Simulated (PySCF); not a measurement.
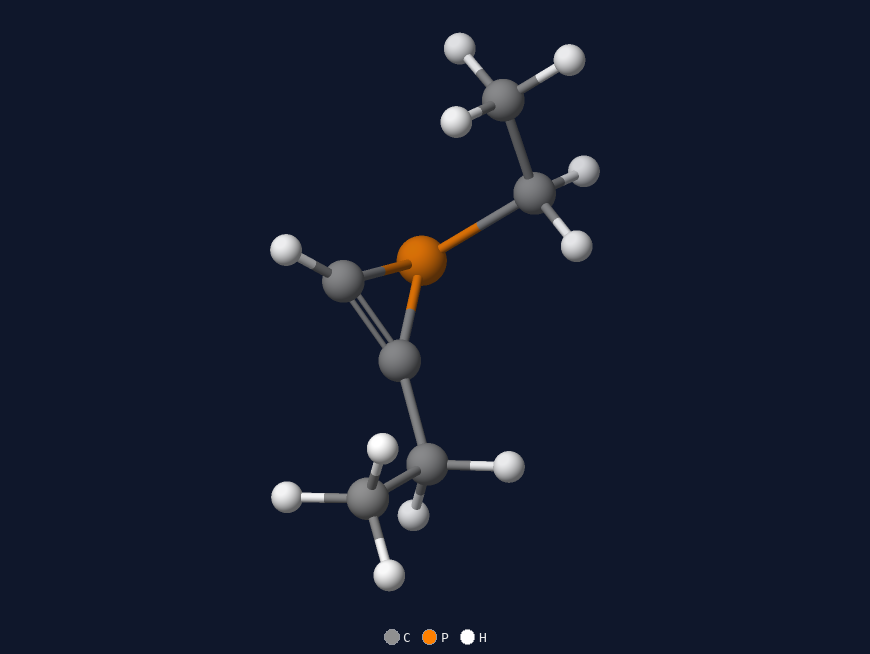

The picture shows a molecular structure as a ball-and-stick model. Double and triple bonds are drawn as two and three sticks.

The computed structure is the end point of a GFN2-xTB optimisation. No frequency run is at hand to confirm it as a minimum.

Description:

It has 18 atoms: 6 carbon, 11 hydrogen and 1 phosphorus (C6H11P). SMILES: `CCC1=CP1CC`. Independent rings (smallest set): 1 of 3 members. Among its groups: alkene. This geometry has C1 symmetry. Coordination, clear cases only: 4 C tetrahedral; 1 P trigonal pyramidal.

More results for the same structure follow; atom numbers are the same in all pictures, views and colours differ.

### Excitation

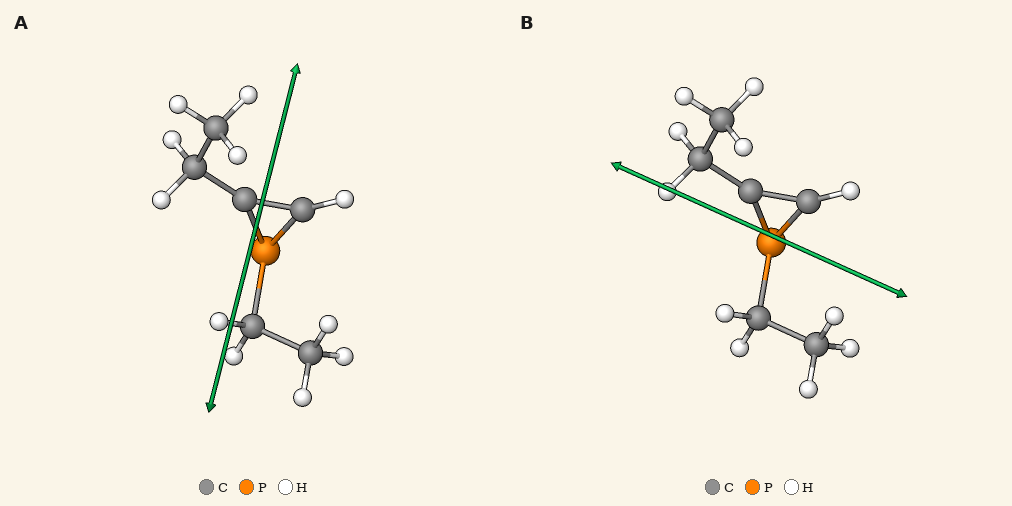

The double arrows show the directions of two transition dipoles from the ground state (lengths mean nothing). No frequency run is at hand to confirm it as a minimum. Method: TDDFT PBE0/def2-SVPD, vertical, gas phase, core orbitals frozen in the response (PySCF 2.14.0).

One belongs to singlet state 2 and one to singlet state 5. Which is which?

Answer. A: state 5, 6.28 eV (197 nm), oscillator strength 0.035, mainly HOMO → LUMO+3 (weight 0.90).
B: state 2, 5.31 eV (233 nm), oscillator strength 0.020, mainly HOMO → LUMO+1 (weight 0.86).

### Ring current

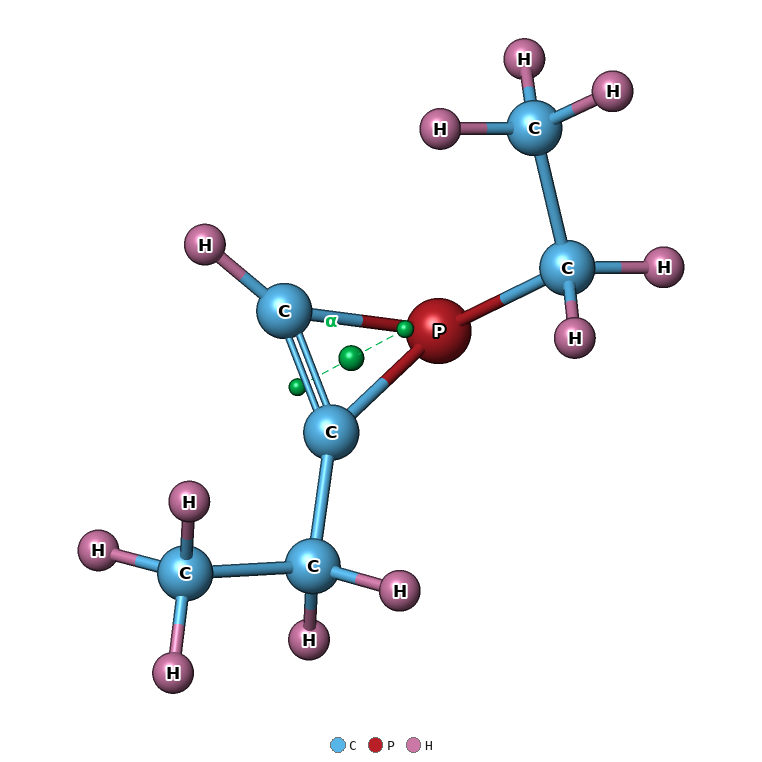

The small points mark where nucleus-independent chemical shifts (NICS) were computed: at the centre of each lettered ring and 1 Å above and below it. No frequency run is at hand to confirm it as a minimum. Level of theory: GIAO PBE0/pcSseg-1 NMR shielding, non-relativistic, gas phase (PySCF 2.14.0).

Give NICS(0), NICS(1) and the out-of-plane component NICS(1)zz for each ring (means of the two sides).

```csv
ring,members,NICS(0),NICS(1),NICS(1)zz
α,C2P,−26.6,−8.8,−18.0
```

Values in ppm.

### Charges

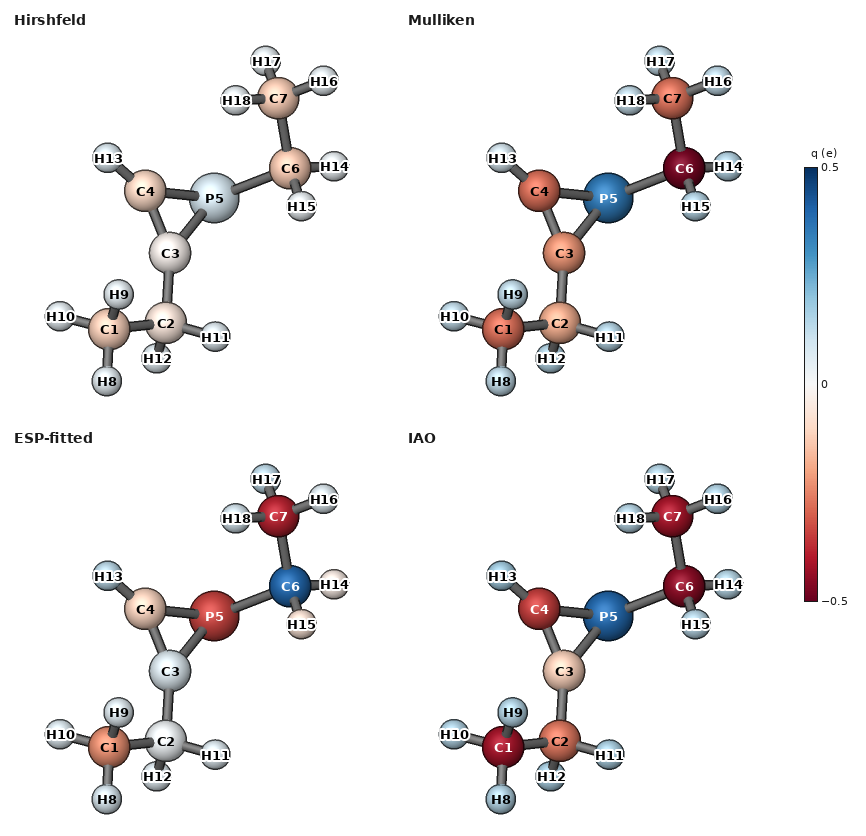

Atomic charges of one calculation by 4 schemes, on one colour scale. No frequency run is at hand to confirm it as a minimum. Computed with PBE0/pcSseg-1 (PySCF 2.14.0).

Which scheme gives the most polar picture (largest mean size of the charges)?

Answer. The IAO charges are the largest in size here, and the Hirshfeld charges the smallest.

On which atom do the schemes disagree most?

Answer. On C6 (from −0.48 to 0.40 e).

List the charges (e), one line for each set of equivalent atoms.

| atom | Hirshfeld | Mulliken | ESP-fitted | IAO |
| --- | --- | --- | --- | --- |
| C1 | −0.11 | −0.28 | −0.23 | −0.42 |
| C2 | −0.06 | −0.18 | 0.02 | −0.26 |
| C3 | −0.02 | −0.22 | 0.06 | −0.12 |
| C4 | −0.10 | −0.28 | −0.11 | −0.34 |
| P5 | 0.08 | 0.36 | −0.34 | 0.39 |
| C6 | −0.13 | −0.48 | 0.40 | −0.45 |
| C7 | −0.12 | −0.27 | −0.38 | −0.41 |
| H8 | 0.04 | 0.12 | 0.07 | 0.14 |
| H9 | 0.04 | 0.12 | 0.05 | 0.14 |
| H10 | 0.04 | 0.12 | 0.06 | 0.14 |
| H11 | 0.05 | 0.14 | 0.06 | 0.16 |
| H12 | 0.05 | 0.14 | 0.05 | 0.16 |
| H13 | 0.06 | 0.08 | 0.13 | 0.17 |
| H14 | 0.03 | 0.14 | −0.04 | 0.14 |
| H15 | 0.03 | 0.14 | −0.07 | 0.13 |
| H16 | 0.04 | 0.12 | 0.06 | 0.14 |
| H17 | 0.04 | 0.11 | 0.12 | 0.14 |
| H18 | 0.03 | 0.12 | 0.08 | 0.14 |

### NMR shielding

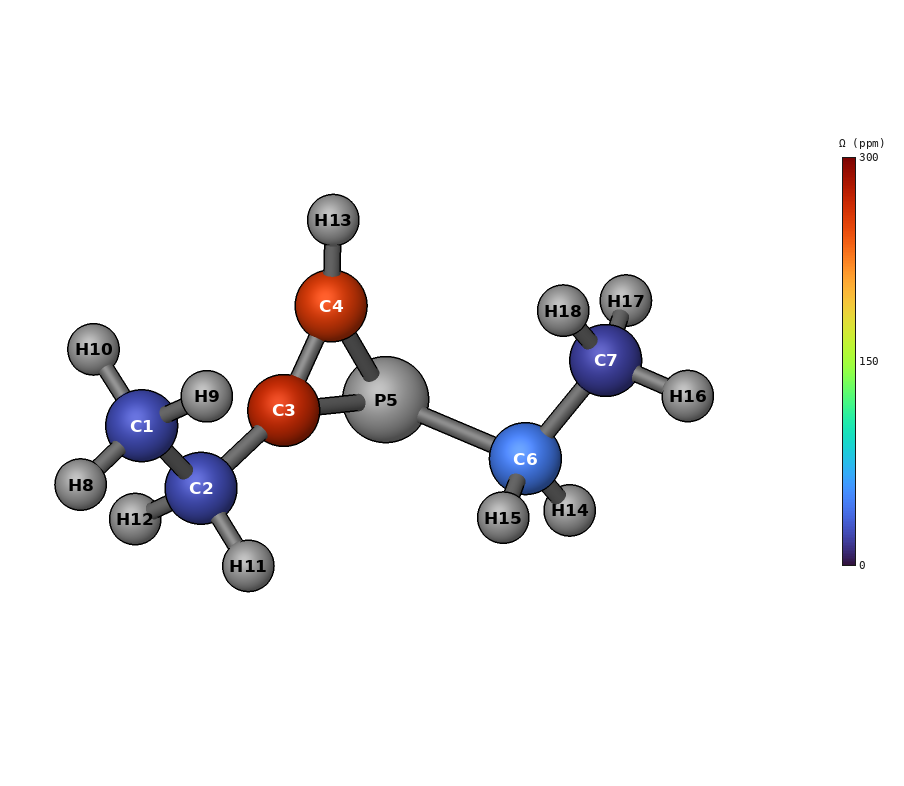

The C atoms are coloured by the span of their shielding tensor. No frequency run is at hand to confirm it as a minimum. Method: GIAO PBE0/pcSseg-1 NMR shielding, non-relativistic, gas phase (PySCF 2.14.0). Principal shieldings σ11 ≤ σ22 ≤ σ33, span Ω = σ33 − σ11, skew κ = 3(σiso − σ22)/Ω.

Give the shielding tensors of the C atoms.

| atom | σ11 | σ22 | σ33 | σiso | Ω | κ |
| --- | --- | --- | --- | --- | --- | --- |
| C1 | 161.5 | 167.5 | 187.0 | 172.0 | 25.5 | 0.53 |
| C2 | 148.0 | 157.3 | 172.9 | 159.4 | 24.8 | 0.26 |
| C3 | −101.7 | 51.5 | 163.4 | 37.7 | 265.0 | −0.16 |
| C4 | −72.0 | 97.9 | 184.5 | 70.2 | 256.5 | −0.32 |
| C6 | 136.5 | 156.8 | 183.7 | 159.0 | 47.2 | 0.14 |
| C7 | 166.8 | 179.9 | 186.8 | 177.9 | 20.0 | −0.31 |

Shieldings and span in ppm.

Mulliken values depend strongly on the basis set and can even reverse the polarity of a bond. The geometry is semi-empirical. Around P such bond lengths and angles can be off by a tenth of an ångström or more and by several degrees, and values that hang on the shape move with them.
